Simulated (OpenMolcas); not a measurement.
Run report: Ir⁴⁺ complex, multiconfigurational calculation (part 2 of 2)

The same run, continued: Ir⁴⁺ with 6 ligands (F; octahedron, 1.98 Å), neutralised by 6 outer point charges of +0.33 e, whose field is part of the energies. Method: state-averaged CASSCF, active space 5 electrons in the shell 5d, basis ANO-RCC-VDZP on the metal and ANO-RCC-VDZP on the ligands, DKH2 scalar Hamiltonian, spin-orbit coupling by RASSI with atomic mean-field integrals (OpenMolcas).

### Output (extracts), continued
```
    41             0.1092923848        4.0729058916          32850.2014
Weights of the five most important spin-orbit-free states for each spin-orbit state.

 SO State  Total energy (au)           Spin-free states, spin, and weights
 -------------------------------------------------------------------------------------------------------
    1        -0.040384      26 0.5  0.2786   27 0.5  0.2786   28 0.5  0.2786    2 1.5  0.0367    4 1.5  0.0367
    2        -0.040384      26 0.5  0.2786   27 0.5  0.2786   28 0.5  0.2786    2 1.5  0.0367    4 1.5  0.0367
    3        -0.003703      26 0.5  0.4588   28 0.5  0.3871    3 1.5  0.0364    4 1.5  0.0311    2 1.5  0.0303
    4        -0.003703      26 0.5  0.4588   28 0.5  0.3871    3 1.5  0.0364    4 1.5  0.0311    2 1.5  0.0303
    5        -0.003703      27 0.5  0.5617   28 0.5  0.1813   26 0.5  0.1095    2 1.5  0.0349    4 1.5  0.0341
    6        -0.003703      27 0.5  0.5617   28 0.5  0.1813   26 0.5  0.1095    2 1.5  0.0349    4 1.5  0.0341
    7         0.040390       4 1.5  0.3626    1 2.5  0.2002    3 1.5  0.1594    7 1.5  0.0539    2 1.5  0.0476
    8         0.040390       4 1.5  0.3627    1 2.5  0.2002    3 1.5  0.1595    7 1.5  0.0539    2 1.5  0.0475
    9         0.040390       2 1.5  0.3323    3 1.5  0.2203    1 2.5  0.2002    5 1.5  0.0576   37 0.5  0.0352
   10         0.040390       2 1.5  0.3322    3 1.5  0.2204    1 2.5  0.2002    5 1.5  0.0576   37 0.5  0.0352
   11         0.050710       1 2.5  0.3035    3 1.5  0.1818    2 1.5  0.1818    4 1.5  0.1818   26 0.5  0.0306
   12         0.050710       1 2.5  0.3035    3 1.5  0.1818    2 1.5  0.1818    4 1.5  0.1818   26 0.5  0.0306
```

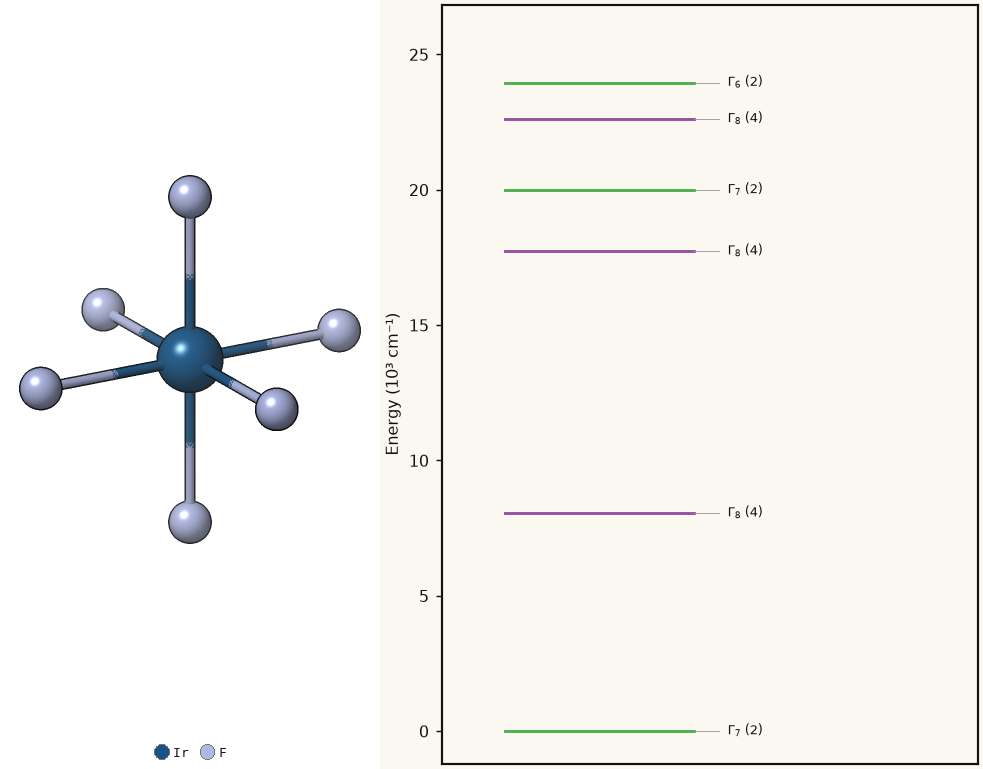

*Ir⁴⁺ (5d⁵) with 6 ligands, F⁻, at 1.98 Å (arrangement: octahedron, Oh), neutralised by outer point charges of +0.33 e, and its levels. Labels give the representation in O, Td, D4 or D3 as the site allows (double group for half-integer spin) where it could be assigned and, in brackets, the degeneracy; spin-free states, where drawn, share the zero of the spin-orbit levels.*

The ground level is Γ₇, a Kramers doublet, 87 % from states of spin multiplicity 2. Its principal g values are 2.04, 2.04 and 2.04, isotropic. The next level lies at 8,050 cm⁻¹ (Γ₈). The active orbitals hold 72 to 87 % metal character (Löwdin), and the Mulliken charge of the metal is +1.96.

### Input
```
&GATEWAY
Coord
7

Ir 0.0 0.0 0.0
F 1.980000 0.000000 0.000000
F 0.000000 1.980000 0.000000
F -1.980000 0.000000 0.000000
F 0.000000 -1.980000 0.000000
F 0.000000 0.000000 1.980000
F 0.000000 0.000000 -1.980000
Basis=Ir.ANO-RCC-VDZP,F.ANO-RCC-VDZP
Group=XYZ
NoMove
AngMom=0.0 0.0 0.0
AMFI
RICD
XField
3 Angstrom 0
5.180000 0.000000 0.000000 0.333333
0.000000 5.180000 0.000000 0.333333
0.000000 0.000000 5.180000 0.333333
&SEWARD
&RASSCF
FileOrb=start.orb
Symmetry=1
Spin=6
nActEl=5 0 0
Inactive=30 34
Ras2=5 0
CIRoot=1 1 1
SDav=1
CIMx=300
Iter=150 100
PrWF=0.3
OrbListing=Nothing
MaxOrb=0
LevShft=1.0
>>> COPY $Project.JobIph JOB001
&RASSCF
FileOrb=start.orb
Symmetry=1
Spin=4
nActEl=5 0 0
Inactive=30 34
Ras2=5 0
CIRoot=24 24 1
SDav=24
CIMx=300
Iter=150 100
PrWF=0.3
OrbListing=Nothing
MaxOrb=0
LevShft=1.0
>>> COPY $Project.JobIph JOB002
&RASSCF
FileOrb=start.orb
Symmetry=1
Spin=2
nActEl=5 0 0
Inactive=30 34
Ras2=5 0
CIRoot=75 75 1
SDav=75
CIMx=300
Iter=150 100
PrWF=0.3
OrbListing=Nothing
MaxOrb=0
LevShft=1.0
>>> COPY $Project.JobIph JOB003
&RASSI
NrOfJobIphs=3 1 24 75
1
1 2 3 4 5 6 7 8 9 10 11 12 13 14 15 16 17 18 19 20 21 22 23 24
1 2 3 4 5 6 7 8 9 10 11 12 13 14 15 16 17 18 19 20 21 22 23 24 25 26 27
28 29 30 31 32 33 34 35 36 37 38 39 40 41 42 43 44 45 46 47 48 49 50 51
52 53 54 55 56 57 58 59 60 61 62 63 64 65 66 67 68 69 70 71 72 73 74 75
IphNames
JOB001
JOB002
JOB003
EJob
SpinOrbit
DIPRint=1.0
SOCoupling=1000.0
Subsets=2
Property=9
'ANGMOM' 1 'ANGMOM' 2 'ANGMOM' 3 'MLTPL  1' 1 'MLTPL  1' 2 'MLTPL  1' 3
'AMFI' 1 'AMFI' 2 'AMFI' 3
SOProperty=3
'ANGMOM' 1 'ANGMOM' 2 'ANGMOM' 3
```

The file start.orb holds starting orbitals from an earlier step. A driver script formed the levels outside the program, from RASSI's spin-orbit matrix and the active-space energies, averaged over the components of each term or state.

Command:
```bash
OMP_NUM_THREADS=1 MOLCAS_MEM=2457 MOLCAS_PROJECT=a pymolcas a.inp > a.log  # once for each step of the input, in one work folder
```

### Summary

| quantity | value |
| --- | --- |
| outcome | converged |
| energy of the lowest spin-free term | −18408.53822 hartree |
| energy of the lowest spin-orbit level | −18408.57860 hartree |
| largest spread among components of a term | 0.0 cm⁻¹ |
| hardware | 1 thread of Arm Neoverse V1, 24 GiB of memory available, shared host |
| wall time | 52 s |
| peak memory | 0.61 GiB |

### Notes

Without dynamic correlation the splittings between terms come out too large, often by 20 to 50 %. To bear in mind: small active space favours high spin, ground spin may be wrong; covalent bonds, ligand orbitals missing from the active space; distances are set from ionic radii, not optimised.
